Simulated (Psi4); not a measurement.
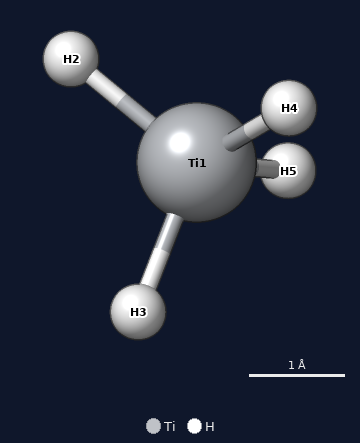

Figure 1. The input geometry (ball-and-stick view, seen at a tilt; atoms are numbered from 1 in the order of the input). Sticks mark near contacts. Bond lengths as drawn: H–Ti 1.73 Å.

Excited-state calculation, with input and output: TiH₄ (part 1 of 3)

System: TiH₄, SMILES [H][Ti]([H])([H])[H].
Method: EOM-CC2/def2-SV(P), RHF, ZORA (Psi4 1.11).

The geometry comes from this level: GFN2-xTB.

The input (calc.py)
```python
import psi4

psi4.set_memory('1600 MB')
psi4.set_num_threads(1)
psi4.core.set_output_file('run.log', False)

with open('h4ti.xyz') as f:
    atoms = ''.join(f.readlines()[2:])
geom = psi4.geometry('0 1\n' + atoms + 'symmetry c1')

psi4.set_options({
    'scf_type': 'pk',
    'roots_per_irrep': [3],
    'relativistic': 'zora',
})

result, w = psi4.properties('eom-cc2/def2-SV(P)', properties=['oscillator_strength'], return_wfn=True)
print(f'total energy {result:.8f} hartree = {result * 27.211386:.5f} eV')
```

File h4ti.xyz
```
5
H4Ti
Ti    -0.000010    -0.000210    -0.000150
H      0.010960    -0.016820     1.730970
H      1.628940     0.010440    -0.586290
H     -0.824250     1.416520    -0.557510
H     -0.815640    -1.409940    -0.587010
```

Run on 1 thread of Intel Xeon @ 2.90GHz (Ice Lake), 64 GiB of memory available, shared host.

Launch command:
```bash
python calc.py
```

What the program printed
```
=> Loading Basis Set <=

    Name: DEF2-SV(P)
    Role: ORBITAL
    Keyword: BASIS

         ---------------------------------------------------------
                                   SCF
                              RHF Reference
                        1 Threads,   1525 MiB Core
         ---------------------------------------------------------

  ==> Geometry <==

    Molecular point group: c1
    Full point group: C1

    Geometry (in Angstrom), charge = 0, multiplicity = 1:

       Center              X                  Y                   Z               Mass
    ------------   -----------------  -----------------  -----------------  -----------------
         TI          -0.000000969450    -0.000020164550    -0.000014735633    47.947941980000
         H            0.010969030550    -0.016630164550     1.731105264367     1.007825032230
         H            1.628949030550     0.010629835450    -0.586154735633     1.007825032230
         H           -0.824240969450     1.416709835450    -0.557374735633     1.007825032230
         H           -0.815630969450    -1.409750164550    -0.586874735633     1.007825032230

  Running in c1 symmetry.

  Rotational constants: A =      2.09376  B =      2.09311  C =      2.09170 [cm^-1]
  Rotational constants: A =  62769.22173  B =  62749.85813  C =  62707.54098 [MHz]
  Nuclear repulsion =   28.021838281682800

  Charge       = 0
  Multiplicity = 1
  Electrons    = 26
  Nalpha       = 13
  Nbeta        = 13

  ==> Algorithm <==

  SCF Algorithm Type is PK.
  DIIS enabled.
  MOM disabled.
  Fractional occupation disabled.
  Guess Type is SAD.
  Energy threshold   = 1.00e-10
  Density threshold  = 1.00e-10
  Integral threshold = 1.00e-12

  ==> Primary Basis <==

  Basis Set: DEF2-SV(P)
    Blend: DEF2-SV(P)
    Number of shells: 18
    Number of basis functions: 32
    Number of Cartesian functions: 34
    Spherical Harmonics?: true
    Max angular momentum: 2

  ==> Integral Setup <==

  Using in-core PK algorithm.
   Calculation information:
      Number of atoms:                   5
      Number of AO shells:              18
      Number of primitives:             44
      Number of atomic orbitals:        34
      Number of basis functions:        32

      Integral cutoff                 1.00e-12
      Number of threads:                 1

  Performing in-core PK
  Using 279312 doubles for integral storage.
  We computed 14706 shell quartets total.
  Whereas there are 14706 unique shell quartets.

  ==> DiskJK: Disk-Based J/K Matrices <==

    J tasked:                  Yes
    K tasked:                  Yes
    wK tasked:                  No
    Memory [MiB]:             1144
    Schwarz Cutoff:          1E-12

 OEINTS: Using relativistic (ZORA) kinetic integrals.

        ____  ____  ___  ___
       /_  / / __ \/ _ \/ _ |
        / /_/ /_/ / , _/ __ |
       /___/\____/_/|_/_/ |_|
      ========================

  ==> ZORA Details <==
    Total number of grid points: 1250265
    Total number of batches: 8426
    Using 1 thread(s)

  Minimum eigenvalue in the overlap matrix is 3.5939654106E-02.
  Reciprocal condition number of the overlap matrix is 9.3898505090E-03.
    Using symmetric orthogonalization.

  ==> Pre-Iterations <==

  SCF Guess: Superposition of Atomic Densities via on-the-fly atomic UHF (no occupation information).

   -------------------------
    Irrep   Nso     Nmo
   -------------------------
     A         32      32
   -------------------------
    Total      32      32
   -------------------------

  ==> Iterations <==

                        Total Energy        Delta E     RMS |[F,P]|

   @RHF iter SAD:  -855.99602238887110   -8.55996e+02   0.00000e+00
   @RHF iter   1:  -856.68406039339357   -6.88038e-01   1.20457e-02 DIIS/ADIIS
   @RHF iter   2:  -856.75243535979519   -6.83750e-02   1.40815e-02 DIIS/ADIIS
   @RHF iter   3:  -856.88500569133407   -1.32570e-01   9.17612e-04 DIIS/ADIIS
   @RHF iter   4:  -856.88574148699479   -7.35796e-04   2.50102e-04 DIIS/ADIIS
   @RHF iter   5:  -856.88579826770831   -5.67807e-05   2.94524e-05 DIIS
   @RHF iter   6:  -856.88579941551279   -1.14780e-06   6.32203e-06 DIIS
   @RHF iter   7:  -856.88579947324024   -5.77274e-08   4.83711e-07 DIIS
   @RHF iter   8:  -856.88579947366372   -4.23483e-10   8.17823e-08 DIIS
   @RHF iter   9:  -856.88579947366861   -4.88853e-12   6.74060e-09 DIIS
   @RHF iter  10:  -856.88579947366827    3.41061e-13   3.38803e-09 DIIS
   @RHF iter  11:  -856.88579947366861   -3.41061e-13   1.20407e-09 DIIS
   @RHF iter  12:  -856.88579947366884   -2.27374e-13   3.56215e-10 DIIS
   @RHF iter  13:  -856.88579947366827    5.68434e-13   1.37232e-10 DIIS
   @RHF iter  14:  -856.88579947366873   -4.54747e-13   3.65464e-11 DIIS
  Energy and wave function converged.

  ==> Post-Iterations <==

    Orbital Energies [Eh]
    ---------------------

    Doubly Occupied:

       1A   -185.966653     2A    -21.998438     3A    -18.190755
       4A    -18.190750     5A    -18.190749     6A     -3.091563
       7A     -1.979721     8A     -1.979711     9A     -1.979707
      10A     -0.477879    11A     -0.454538    12A     -0.454489
      13A     -0.454466

    Virtual:

      14A      0.036026    15A      0.036036    16A      0.036056
      17A      0.060372    18A      0.060405    19A      0.073315
      20A      0.255654    21A      0.255792    22A      0.255859
      23A      0.280235    24A      0.619010    25A      0.619014
      26A      0.619024    27A      0.705896    28A      0.705910
      29A      0.791950    30A      1.059867    31A      1.059948
      32A      1.060130

    Final Occupation by Irrep:
              A
    DOCC [    13 ]
    NA   [    13 ]
    NB   [    13 ]

  @RHF Final Energy:  -856.88579947366873

   => Energetics <=

    Nuclear Repulsion Energy =             28.0218382816828004
    One-Electron Energy =               -1222.9964383417541285
    Two-Electron Energy =                 338.0888005864024421
    Total Energy =                       -856.8857994736688397

Computation Completed

Properties will be evaluated at   0.000000,   0.000000,   0.000000 [a0]

Properties computed using the SCF density matrix

 Multipole Moments:

 ------------------------------------------------------------------------------------
     Multipole            Electronic (a.u.)      Nuclear  (a.u.)        Total (a.u.)
 ------------------------------------------------------------------------------------

 L = 1.  Multiply by 2.5417464519 to convert [e a0] to [Debye]
 Dipole X            :         -0.0000901            0.0000469           -0.0000433
 Dipole Y            :         -0.0015217            0.0009746           -0.0005471
 Dipole Z            :         -0.0011086            0.0007122           -0.0003964
 Magnitude           :                                                    0.0006770

 ------------------------------------------------------------------------------------

	total time  =          4 seconds =       0.07 minutes
 MINTS: Wrapper to libmints.

   Calculation information:
      Number of threads:                 1
      Number of atoms:                   5
      Number of AO shells:              18
      Number of SO shells:              18
      Number of primitives:             44
      Number of atomic orbitals:        34
      Number of basis functions:        32

      Number of irreps:                  1
      Integral cutoff                 1.00e-12
      Number of functions per irrep: [  32 ]

 OEINTS: Overlap, kinetic, potential, dipole, and quadrupole integrals
         stored in file 35.

      Computing two-electron integrals...done
      Computed 99865 non-zero two-electron integrals.
        Stored in file 33.

	Wfn Parameters:
	--------------------
	Wavefunction         = EOM_CC2
	Number of irreps     = 1
	Number of MOs        = 32
	Number of active MOs = 32
	AO-Basis             = NONE
	Semicanonical        = false
	Reference            = RHF
	Print Level          = 1

	IRREP	# MOs	# FZDC	# DOCC	# SOCC	# VIRT	# FZVR
	-----	-----	------	------	------	------	------
	 A	   32	    0	    13	    0	    19	    0
	Transforming integrals...
	IWL integrals will be deleted.
	(OO|OO)...
	Presorting SO-basis two-electron integrals.
	Sorting File: SO Ints (nn|nn) nbuckets = 1
	Constructing frozen core operators
	Starting first half-transformation.
	Sorting half-transformed integrals.
	First half integral transformation complete.
	Starting second half-transformation.
	Two-electron integral transformation complete.
	(OO|OV)...
	Starting second half-transformation.
	Two-electron integral transformation complete.
	(OO|VV)...
	Starting second half-transformation.
	Two-electron integral transformation complete.
	(OV|OO)...
	Starting first half-transformation.
	Sorting half-transformed integrals.
	First half integral transformation complete.
	Starting second half-transformation.
	Two-electron integral transformation complete.
	(OV|OV)...
	Starting second half-transformation.
	Two-electron integral transformation complete.
	(OV|VV)...
	Starting second half-transformation.
	Two-electron integral transformation complete.
	(VV|OO)...
	Starting first half-transformation.
	Sorting half-transformed integrals.
	First half integral transformation complete.
	Starting second half-transformation.
	Two-electron integral transformation complete.
	(VV|OV)...
	Starting second half-transformation.
	Two-electron integral transformation complete.
	(VV|VV)...
	Starting second half-transformation.
	Two-electron integral transformation complete.
	Frozen core energy     =      0.00000000000000

	Size of irrep 0 of <ab|cd> integrals:      0.130 (MW) /      1.043 (MB)
	Total:                                     0.130 (MW) /      1.043 (MB)

	Size of irrep 0 of <ia|bc> integrals:      0.089 (MW) /      0.713 (MB)
	Total:                                     0.089 (MW) /      0.713 (MB)

	Size of irrep 0 of tijab amplitudes:       0.061 (MW) /      0.488 (MB)
	Total:                                     0.061 (MW) /      0.488 (MB)

	Nuclear Rep. energy          =     28.02183828168280
	SCF energy                   =   -856.88579947366873
	One-electron energy          =  -1222.99643833304503
	Two-electron energy          =    338.08880057769335
	Reference energy             =   -856.88579947366895

	total time  =          0 seconds =       0.00 minutes
            **************************
            *                        *
            *        CCENERGY        *
            *                        *
            **************************

    Nuclear Rep. energy (wfn)     =   28.021838281682800
    SCF energy          (wfn)     = -856.885799473668726
    Reference energy    (file100) = -856.885799473668953

    Input parameters:
    -----------------
    Wave function   =     EOM_CC2
    Reference wfn   =     RHF
    Brueckner       =     No
    Memory (Mbytes) =     1600.0
    Maxiter         =     50
    R_Convergence   =     1.0e-07
    E_Convergence   =     1.0e-08
    Restart         =     Yes
    DIIS            =     Yes
    AO Basis        =     NONE
    ABCD            =     NEW
    Cache Level     =     2
    Cache Type      =     LOW
    Print Level     =     1
    Num. of threads =     1
    # Amps to Print =     10
    Print MP2 Amps? =     No
    Analyze T2 Amps =     No
    Print Pair Ener =     No
    Local CC        =     No
    SCS-MP2         =     False
    SCSN-MP2        =     False
    SCS-CCSD        =     False

MP2 correlation energy -0.2418345581439220
                Solving CC Amplitude Equations
                ------------------------------
  Iter             Energy              RMS        T1Diag      D1Diag    New D1Diag    D2Diag
  ----     ---------------------    ---------   ----------  ----------  ----------   --------
     0        -0.241834558143922    0.000e+00    0.000000    0.000000    0.000000    0.139679
     1        -0.240640325208311    6.778e-02    0.013293    0.038432    0.038432    0.139679
     2        -0.246241188056345    2.765e-02    0.014201    0.040785    0.040785    0.150184
     3        -0.248678366786698    1.759e-02    0.019685    0.056835    0.056835    0.156365
     4        -0.248586714797651    3.102e-03    0.020250    0.058542    0.058542    0.156654
     5        -0.248592083402978    7.432e-04    0.020417    0.059071    0.059071    0.156716
     6        -0.248597995003489    7.559e-05    0.020435    0.059130    0.059130    0.156734
     7        -0.248597581703035    2.164e-05    0.020431    0.059121    0.059121    0.156731
     8        -0.248597566681884    4.264e-06    0.020430    0.059120    0.059120    0.156730
     9        -0.248597559036518    1.252e-06    0.020430    0.059121    0.059121    0.156730
    10        -0.248597566912018    5.971e-07    0.020430    0.059121    0.059121    0.156730
    11        -0.248597566422814    3.013e-07    0.020430    0.059121    0.059121    0.156730
    12        -0.248597567090276    6.812e-08    0.020430    0.059121    0.059121    0.156730

    Iterations converged.

    Largest TIA Amplitudes:
             11   1        -0.0532816791
             12   0        -0.0417870101
             10   2         0.0389069590
             12   2        -0.0368529984
             10   0        -0.0368244082
             11   2        -0.0162862328
             10   1        -0.0160766649
             11  17        -0.0137384865
             12  16        -0.0137366146
             10  18        -0.0137292789

    Largest TIjAb Amplitudes:
     11  11   1   1        -0.0566457254
     12  12   0   0        -0.0389012175
     12  12   2   2        -0.0366621009
     10  10   0   0        -0.0364978850
     10  10   2   2        -0.0356362604
     11  12   1   0        -0.0322584968
     12  11   0   1        -0.0322584968
     10  11   2   1         0.0293180639
     11  10   1   2         0.0293180639
     10  11   0   1        -0.0281565211

    SCF energy       (wfn)                    = -856.885799473668726
    Reference energy (file100)                = -856.885799473668953
```
